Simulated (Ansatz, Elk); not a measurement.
# Bonding as seen by X-rays: BaSb2Os2

Structure refinements treat a crystal as free atoms side by side. For a made-up structure of BaSb2Os2 (cell and positions from a r2SCAN relaxation) the runs below show what the calculated density changes in F(hkl).

Calculated with Elk 11.2.3 (patched build); DFT, PBE, all-electron APW+lo, Dirac cores, scalar-relativistic bands, static density, no spin.

The structure was built from a prototype and need not be the compound's stable phase.

## 1. Set-up

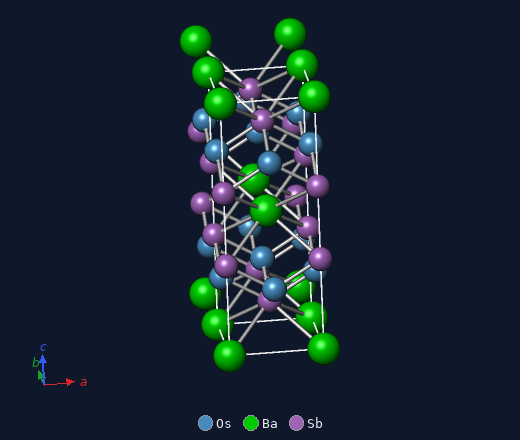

The cell as given, slightly off an axis (osmium blue, barium green, antimony purple). 1×2×1 cells are drawn. This picture shows the conventional cell, with its axes. Some periodic images of atoms are drawn too.

Structure file:

```cif
data_structure
_symmetry_space_group_name_H-M 'P 1'
_symmetry_Int_Tables_number 1
_cell_length_a 7.0128
_cell_length_b 7.0128
_cell_length_c 7.0128
_cell_angle_alpha 143.022
_cell_angle_beta 143.022
_cell_angle_gamma 53.293
_cell_volume 124.01
loop_
_atom_site_label
_atom_site_type_symbol
_atom_site_fract_x
_atom_site_fract_y
_atom_site_fract_z
_atom_site_occupancy
Os1 Os 0.75000 0.25000 0.50000 1
Os2 Os 0.25000 0.75000 0.50000 1
Ba3 Ba 0.00000 0.00000 0.00000 1
Sb4 Sb 0.35626 0.35626 0.00000 1
Sb5 Sb 0.64374 0.64374 0.00000 1
```

## 2. Ground state and structure factors

An all-electron density is needed, since X-rays see the cores too. Task 0 finds the density and task 195 Fourier-transforms it; tshift is off so that phases refer to the origin typed.

Contents of elk.in:

```
tasks
  0
  195

xctype
  20

spinpol
  .false.

rgkmax
  7.0

gmaxvr
  14.0

lmaxo
  7

lmaxapw
  8

swidth
  0.002

tshift
  .false.

ramdisk
  .false.

hmaxvr
  5.5

maxscl
  120

epspot
  1e-06

sppath
  './'

avec
  -4.20266868283 4.20266868283 11.84481647653
  4.20266868283 -4.20266868283 11.84481647653
  4.20266868283 4.20266868283 -11.84481647653

atoms
  3
  'Os.in'
  2
  0.7500000000 0.2500000000 0.5000000000   0.000000 0.000000 0.000000
  0.2500000000 0.7500000000 0.5000000000   0.000000 0.000000 0.000000
  'Ba.in'
  1
  0.0000000000 0.0000000000 -0.0000000000   0.000000 0.000000 0.000000
  'Sb.in'
  2
  0.3562619533 0.3562619533 0.0000000000   0.000000 0.000000 0.000000
  0.6437380467 0.6437380467 0.0000000000   0.000000 0.000000 0.000000

ngridk
  7 7 7
```

Launch:

```sh
> OMP_NUM_THREADS=4 elk
```

Numbers of over 12 decimals in the logs are rounded to 6 here.

The log of the run:

```text
┌─────────────────────────┐
│ Elk code version 11.2.3 │
└─────────────────────────┘

All units are atomic (Hartree, Bohr, etc.)

┌─────────────────────────────────────────────────┐
│ Ground-state run starting from atomic densities │
└─────────────────────────────────────────────────┘

Lattice vectors :
  -4.202668683       4.202668683       11.84481648
   4.202668683      -4.202668683       11.84481648
   4.202668683       4.202668683      -11.84481648

Reciprocal lattice vectors :
 -0.8637626863E-17  0.7475232741      0.2652293229
  0.7475232741     -0.8637626863E-17  0.2652293229
  0.7475232741      0.7475232741     -0.3633522795E-17

Unit cell volume      :    836.8326860
Brillouin zone volume :   0.2964155411

Muffin-tin inner radius fraction :   0.1000000000E-01

Nuclei treated as point charges

Species : 1 (Os)
 parameters loaded from : Os.in
 name : osmium
 nuclear charge    :   -76.00000000
 electronic charge :    76.00000000
 atomic mass :    346768.0767
 muffin-tin radius :    2.514246335
 number of radial points in muffin-tin :   1393
 inner part over the whole radius :   0.9938086964E-02
 number on inner part of muffin-tin    :    997
 approximate nuclear radius :   0.1019601503E-03
 number of mesh points to nuclear radius :    525
 atomic positions (lattice), magnetic fields (Cartesian) :
  1 :  -0.25000000  0.25000000  0.50000000    0.00000000  0.00000000  0.00000000
  2 :   0.25000000 -0.25000000  0.50000000    0.00000000  0.00000000  0.00000000

Species : 2 (Ba)
 parameters loaded from : Ba.in
 name : barium
 nuclear charge    :   -56.00000000
 electronic charge :    56.00000000
 atomic mass :    250331.8071
 muffin-tin radius :    2.800000000
 number of radial points in muffin-tin :   1393
 inner part over the whole radius :   0.9950032293E-02
 number on inner part of muffin-tin    :    996
 approximate nuclear radius :   0.9171481901E-04
 number of mesh points to nuclear radius :    504
 atomic positions (lattice), magnetic fields (Cartesian) :
  1 :   0.00000000  0.00000000  0.00000000    0.00000000  0.00000000  0.00000000

Species : 3 (Sb)
 parameters loaded from : Sb.in
 name : antimony
 nuclear charge    :   -51.00000000
 electronic charge :    51.00000000
 atomic mass :    221954.9021
 muffin-tin radius :    2.334657311
 number of radial points in muffin-tin :   1193
 inner part over the whole radius :   0.9928062750E-02
 number on inner part of muffin-tin    :    848
 approximate nuclear radius :   0.8886795689E-04
 number of mesh points to nuclear radius :    432
 atomic positions (lattice), magnetic fields (Cartesian) :
  1 :   0.35626195  0.35626195  0.00000000    0.00000000  0.00000000  0.00000000
  2 :  -0.35626195 -0.35626195  0.00000000    0.00000000  0.00000000  0.00000000

Total number of atoms per unit cell :    5
Total muffin-tin volume :    331.7101690
 ratio of muffin-tin to unit cell volume :   0.3963876824

Spin treatment :
 spin-unpolarised

Number of Bravais lattice symmetries :   16
Number of crystal symmetries         :   16
Crystal has inversion symmetry
Real symmetric eigensolver will be used

k-point grid :      7     7     7
k-point offset :    0.000000000       0.000000000       0.000000000
k-point set is reduced with full crystal symmetry group
Total number of k-points :       40

Muffin-tin radius times maximum |G+k| :    7.000000000
 using average radius
Maximum |G+k| for APW functions       :    2.800491253
Maximum (1/2)|G+k|²                   :    3.921375629
Maximum |G| for potential and density :    14.00000000
Constant for pseudocharge density :   10
 order of it for each species :   17  17  17
 order of it for pair densities of each species (exact exchange by exxq0 0: 18) :   10  12   8
Radial integration step length :    1

G-vector grid sizes :     60    60    60
Number of G-vectors :    38853

Maximum angular momentum used for
 APW functions            :    8
 outer part of muffin-tin :    7
 inner part of muffin-tin :    2

Total nuclear charge    :   -310.0000000
[...]
correlation                 :     -17.916238637066
 electron entropic           :    -0.49553849130518E-03
 total energy                :     -55672.306901489

Density of states at Fermi energy :    37.51899819
 (states/Hartree/unit cell)

Estimated indirect band gap :   0.1680203767E-02
 from k-point 27 to k-point 24
Estimated direct band gap   :   0.1174180588E-01
 at k-point 24

Charges :
 core                        :    200.0000000
 valence                     :    110.0000000
 interstitial                :    10.56103786
 muffin-tins (core leakage)
  species : 1 (Os)
   atom 1                    :    74.62810922     ( -0.6342654757E-07)
[...]
species : 2 (Ba)
[...]
species : 3 (Sb)
[...]
total in muffin-tins        :    299.4389621
 total calculated charge     :    309.9932855
 total charge                :    310.0000000
 error                       :   0.6714490821E-02

RMS change in Kohn-Sham potential (target) :   0.1120751800     (  0.1000000000E-05)
Absolute change in total energy (target)   :   0.2148888949     (  0.1000000000E-03)

[... loops 3 to 16 left out ...]

┌──────────────────┐
│ Loop number : 17 │
└──────────────────┘

Energies :
 Fermi                       :     0.326469
 sum of occupied eigenvalues :     -34051.731458569
 electron kinetic            :      61608.961182195
 core electron kinetic       :      59550.109160247
 Coulomb                     :     -116057.10200932
 Coulomb potential           :     -94062.792587142
 nuclear-nuclear             :     -4625.0233337233
 electron-nuclear            :     -128899.36204986
 Hartree                     :      17467.283374258
 Madelung                    :     -69025.705715751
 xc potential                :     -1597.9000536228
 exchange                    :     -1204.4755206183
 correlation                 :     -17.914529451308
 electron entropic           :    -0.72006977166031E-03
 total energy                :     -55670.531597265

Density of states at Fermi energy :    52.30529022
 (states/Hartree/unit cell)

Estimated indirect band gap :   0.8823624544E-03
 from k-point 16 to k-point 37
Estimated direct band gap   :   0.6334660234E-02
 at k-point 40

Charges :
 core                        :    200.0000000
 valence                     :    110.0000000
 interstitial                :    10.70469313
 muffin-tins (core leakage)
  species : 1 (Os)
[...]
species : 2 (Ba)
[...]
species : 3 (Sb)
[...]
total in muffin-tins        :    299.2953069
 total calculated charge     :    309.9935674
 total charge                :    310.0000000
 error                       :   0.6432554853E-02

RMS change in Kohn-Sham potential (target) :   0.2638047582E-07 (  0.1000000000E-05)
Absolute change in total energy (target)   :   0.4538126086E-04 (  0.1000000000E-03)

Convergence targets achieved

┌──────────────────┐
│ Loop number : 18 │
└──────────────────┘

Energies :
 Fermi                       :     0.326469
 sum of occupied eigenvalues :     -34051.731460211
 electron kinetic            :      61608.961180791
 core electron kinetic       :      59550.109159753
 Coulomb                     :     -116057.10201058
 Coulomb potential           :     -94062.792587074
 nuclear-nuclear             :     -4625.0233337233
 electron-nuclear            :     -128899.36205223
 Hartree                     :      17467.283375369
 Madelung                    :     -69025.705717045
 xc potential                :     -1597.9000539278
 exchange                    :     -1204.4755206461
 correlation                 :     -17.914529449964
 electron entropic           :    -0.72006976871580E-03
 total energy                :     -55670.531599957

Density of states at Fermi energy :    52.30528971
 (states/Hartree/unit cell)

Estimated indirect band gap :   0.8823617309E-03
 from k-point 16 to k-point 37
Estimated direct band gap   :   0.6334660317E-02
 at k-point 40

Charges :
 core                        :    200.0000000
 valence                     :    110.0000000
 interstitial                :    10.70469310
 muffin-tins (core leakage)
  species : 1 (Os)
[...]
species : 2 (Ba)
   atom 1                    :    53.68369851     (  0.5038588945E-05)
  species : 3 (Sb)
   atom 1                    :    48.41389486     (  0.3199166763E-02)
   atom 2                    :    48.41389486     (  0.3199166763E-02)
 total in muffin-tins        :    299.2953069
 total calculated charge     :    309.9935674
 total charge                :    310.0000000
 error                       :   0.6432554907E-02

┌──────────────────────────────┐
│ Self-consistent loop stopped │
└──────────────────────────────┘

Warning : core states of species 3 leak from the muffin-tin :   0.3199166763E-02

Wrote STATE.OUT
```

It took 72 s on 4 threads of Arm Neoverse V2, shared host; peak memory 0.32 GiB; 3.8 min of CPU time.

SFACRHO.OUT:

```text

h k l indices transformed by vhmat matrix:
   1.000000000       0.000000000       0.000000000    
   0.000000000       1.000000000       0.000000000    
   0.000000000       0.000000000       1.000000000    

      h      k      l  multipl.   |H|            Re(F)            Im(F)           |F|

      0      0      0      1   0.0000000       310.00000      0.19930568E-16   310.00000    
      1      1     -1      2  0.53045865      -116.79431     -0.17420080E-13   116.79431    
     -1      0      0      8  0.79318197      -7.0890321      -0.0000000       7.0890321    
      1     -1      0      4   1.0571576     -0.64884286     -0.13326076E-15  0.64884286    
      2      2     -2      2   1.0609173       104.35143      0.31936813E-13   104.35143    
     -2     -1      1      8   1.0917465       125.30038      -0.0000000       125.30038    
     -1     -1      0      8   1.1827800       158.28474      0.11613386E-13   158.28474    
     -1      1      1      4   1.4950465       246.42451     -0.13851995E-13   246.42451    
     -2     -2      1      8   1.4977074      -151.67000      0.14516733E-13   151.67000    
     -2     -3      2      8   1.5223192       58.025791      -0.0000000       58.025791    
      0      2     -2      8   1.5863639      -98.319092     -0.29033466E-13   98.319092    
     -3     -3      3      2   1.5913759      -29.923233     -0.63873625E-13   29.923233    
     -2      1      1     16   1.6924248      -5.6125004      -0.0000000       5.6125004    
     -3     -1      3      8   1.8332238       91.681508     -0.95810438E-13   91.681508    
     -3      0      2     16   1.8512360       105.98779      -0.0000000       105.98779    
     -4     -2      3      8   1.9105129       201.60344     -0.46453546E-13   201.60344    
     -4     -3      4      8   2.0014430      -32.139610     -0.18145916E-15   32.139610    
      2     -2      0      4   2.1143151       218.07226      0.50436170E-16   218.07226
```

Elk indexes on the primitive cell of elk.in and gives |H| = 4π sin θ/λ in inverse bohr. Below, one row stands for each form hkl of the conventional cell (m members, Friedel mates merged), F is for one primitive cell and the density is static (no thermal factor). Free-atom factors are Waasmaier and Kirfel's, and R is Σm||F|−|F'||/Σm|F|.

```
hkl   m  sin θ/λ (Å⁻¹)  abs F, DFT  neutral atoms   diff.
002   2          0.080     116.794        116.583  +0.211
101   8          0.119       7.089          7.158  -0.069
110   4          0.159       0.649          0.551  +0.098
004   2          0.160     104.351        104.477  -0.126
103   8          0.164     125.300        125.297  +0.003
112   8          0.178     158.285        158.137  +0.148
200   4          0.225     246.424        246.769  -0.345
114   8          0.225     151.670        152.093  -0.423
105   8          0.229      58.026         58.094  -0.069
202   8          0.239      98.319         98.679  -0.359
006   2          0.239      29.923         30.320  -0.397
211  16          0.255       5.612          5.696  -0.083
204   8          0.276      91.681         91.962  -0.280
213  16          0.278     105.988        106.210  -0.222
116   8          0.287     201.603        202.017  -0.414
107   8          0.301      32.140         32.236  -0.097
220   4          0.318     218.072        218.457  -0.385
008   2          0.319     189.224        189.718  -0.494
```

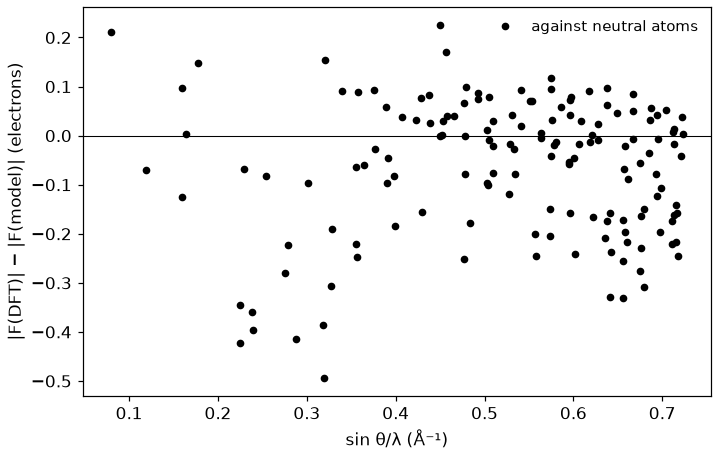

Difference between the calculated structure factors and the independent-atom ones.

## 3. The highest occupied states alone

An energy window below the Fermi level keeps the highest occupied states, to see at which angles they scatter; shallow core shells can lie inside it and anion s states outside. No new self-consistency is needed.

elk.in: that of step 2 with these lines changed.

```diff
@@ -1,3 +1,2 @@
 tasks
-  0
   195
@@ -40,2 +39,5 @@
 
+wsfac
+  -0.041020 0.626470
+
 sppath
```

Launch:

```sh
> OMP_NUM_THREADS=4 elk
```

The log of the run:

```text
┌─────────────────────────────────┐
│ Elk code version 11.2.3 started │
└─────────────────────────────────┘

Info(readinput): the functional depends on the density's gradient
 muffin-tin radial points multiplied by    2.00000
 (not where nrmtscf is given)

┌────────────────────┐
│ Current task : 195 │
└────────────────────┘
Info(checkmt): changed muffin-tin radius of species 1 (Os) from   2.8000 to   2.5142
Info(checkmt): changed muffin-tin radius of species 3 (Sb) from   2.6000 to   2.3347

Info(sfacrho): density structure factors written to SFACRHO.OUT

 Energy window :  -0.4102000000E-01  0.6264700000

┌──────────────────┐
│ Elk code stopped │
└──────────────────┘
```

Elapsed: 17 s, on 4 threads; peak memory 0.18 GiB.

States within 10 eV below the Fermi level hold 26.10 electrons; any levels below the window count with the cores, and a count that is not whole means the window cuts a band. Their amplitudes can exceed the total, where window and core parts have opposite phase:

```
hkl  sin θ/λ (Å⁻¹)  abs F, window  abs F, all
002          0.080         13.090     116.794
101          0.119          2.037       7.089
110          0.159          4.805       0.649
004          0.160          4.624     104.351
103          0.164          1.359     125.300
112          0.178          5.303     158.285
200          0.225          3.046     246.424
114          0.225          2.789     151.670
105          0.229          0.124      58.026
202          0.239          2.197      98.319
```

## 4. Another functional

The difference from free atoms is small, so it is set against the change that LDA (Perdew-Wang) makes.

elk.in: that of step 3 with these lines changed.

```diff
@@ -1,2 +1,3 @@
 tasks
+  0
   195
@@ -4,3 +5,3 @@
 xctype
-  20
+  3
 
@@ -39,5 +40,2 @@
 
-wsfac
-  -0.041020 0.626470
-
 sppath
```

Launch:

```sh
> OMP_NUM_THREADS=4 elk
```

The log of the run:

```text
┌─────────────────────────┐
│ Elk code version 11.2.3 │
└─────────────────────────┘

All units are atomic (Hartree, Bohr, etc.)

┌─────────────────────────────────────────────────┐
│ Ground-state run starting from atomic densities │
└─────────────────────────────────────────────────┘

Lattice vectors :
  -4.202668683       4.202668683       11.84481648
   4.202668683      -4.202668683       11.84481648
   4.202668683       4.202668683      -11.84481648

Reciprocal lattice vectors :
 -0.8637626863E-17  0.7475232741      0.2652293229
[...]
species : 1 (Os)
[...]
species : 2 (Ba)
[...]
species : 3 (Sb)
   atom 1                    :    48.43919541     (  0.3270682864E-02)
   atom 2                    :    48.43919541     (  0.3270682864E-02)
 total in muffin-tins        :    299.3572254
 total calculated charge     :    309.9934449
 total charge                :    310.0000000
 error                       :   0.6555056382E-02

┌──────────────────────────────┐
│ Self-consistent loop stopped │
└──────────────────────────────┘

Warning : core states of species 3 leak from the muffin-tin :   0.3270682864E-02

Wrote STATE.OUT
[key lines of the parts left out:]
total energy                :     -55633.704808381
```

Run time: 42 s. Hardware: 4 threads; peak memory 0.24 GiB; 2.2 min of CPU time.

Against the first run R = 0.02 %; the largest change is -0.042 at 314.

## 5. A coarser k-mesh

About half the k-points along each axis test the sampling.

elk.in: that of step 4 with these lines changed.

```diff
@@ -5,3 +5,3 @@
 xctype
-  3
+  20
 
@@ -63,2 +63,2 @@
 ngridk
-  7 7 7
+  4 4 4
```

Launch:

```sh
> OMP_NUM_THREADS=4 elk
```

The log of the run:

```text
┌─────────────────────────┐
│ Elk code version 11.2.3 │
└─────────────────────────┘

All units are atomic (Hartree, Bohr, etc.)

┌─────────────────────────────────────────────────┐
│ Ground-state run starting from atomic densities │
└─────────────────────────────────────────────────┘

Lattice vectors :
  -4.202668683       4.202668683       11.84481648
   4.202668683      -4.202668683       11.84481648
   4.202668683       4.202668683      -11.84481648

Reciprocal lattice vectors :
 -0.8637626863E-17  0.7475232741      0.2652293229
[...]
species : 1 (Os)
[...]
species : 2 (Ba)
[...]
species : 3 (Sb)
   atom 1                    :    48.41654228     (  0.3200158651E-02)
   atom 2                    :    48.41654228     (  0.3200158651E-02)
 total in muffin-tins        :    299.2949106
 total calculated charge     :    309.9935679
 total charge                :    310.0000000
 error                       :   0.6432084816E-02

┌──────────────────────────────┐
│ Self-consistent loop stopped │
└──────────────────────────────┘

Warning : core states of species 3 leak from the muffin-tin :   0.3200158651E-02

Wrote STATE.OUT
[key lines of the parts left out:]
total energy                :     -55670.531301400
```

Elapsed: 41 s, on 4 threads; peak memory 0.31 GiB.

Against the first run R = 0.00 %; the largest change is -0.012 at 110.

## 6. Settings against the effect

```
              run  R against the first run (%)  R against neutral atoms, low angle (%)  wall time
    PBE, rgkmax 7                         0.00                                    0.21       72 s
LDA (Perdew-Wang)                         0.02                                    0.22       42 s
     k-mesh 4×4×4                         0.00                                    0.21       41 s
```

## 7. Summary of results

* R against neutral atoms, sin θ/λ < 0.3 Å⁻¹: 0.21 %
* R against neutral atoms, 0.3 to 0.72 Å⁻¹: 0.15 %

What this shows: Independent neutral atoms miss the calculated amplitudes by R = 0.21 % below 0.3 Å⁻¹ and 0.15 % from there to 0.72 Å⁻¹; by shells, 0.34 % below 0.15 Å⁻¹ (2 forms), 0.21 % 0.15 to 0.3 (13 forms), 0.14 % 0.3 to 0.45 (26 forms), 0.15 % above 0.45 (108 forms). Bonding, aspherical density and the tables' own atoms all enter these figures, and the runs don't part them. The largest change of an amplitude is -0.49 electrons, at 008. The window's part falls from 26.1 electrons at the origin to at most 0.60 between 0.45 and 0.72 Å⁻¹. Below 0.3 Å⁻¹ the changes that finished (LDA (Perdew-Wang) and k-mesh 4×4×4) move F by R = 0.01 % at most, against the 0.21 % that separates it from free atoms. The basis has no finished test. These runs have no spin, though d or f shells may be open. Spin-orbit coupling is left out, which can matter for elements this heavy. Part of the difference isn't bonding: the tables are fits to free atoms and ions calculated by other methods than this functional. Thermal motion, anomalous dispersion and extinction are left out.

[Logs are printed without paths, hosts, clocks, repeated set-up lines and the standing remarks that a program may print on its own settings, such as how far it seeks lower states.]

[Hosts, paths, dates, database ids (printed as entryN), source tags and the programs' standing remarks are cut or masked in the printed files.]
